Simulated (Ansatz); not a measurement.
Three curves of one kind of scan: energy against volume (even scaling of the relaxed cell, symmetry kept). All values below come from PBE (plane waves to 420 eV, PAW, scalar-relativistic; Ansatz, a program for electronic structure). Each is measured from its own zero (the relaxed starting cell). 

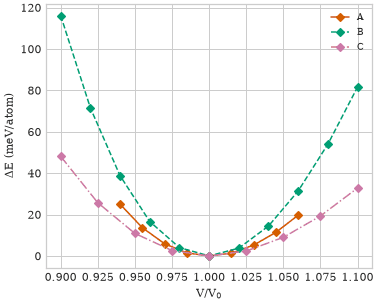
*Curves A, B and C.*

| V/V₀ | ΔE (meV/atom) |
|---|---|
| 0.940 | 25 |
| 0.970 | 6 |
| 1.000 | 0 |
| 1.030 | 5 |
| 1.060 | 20 |

Question: Which curve does this table belong to?

Answer: Curve A, which is NiSi₂ (fluorite type, space group Fm-3m). The others: B is HfN (rock salt); C is Al (fcc, Cu type).

All were relaxed with their symmetry unable to fall. HfN is run without spin polarisation. NiSi2 is run without spin polarisation. Spin-orbit coupling is left out. The PAW data are Ansatz's earlier set.

(Under strain, the slope of the energy per volume gives the stress and its curvature an elastic modulus.)
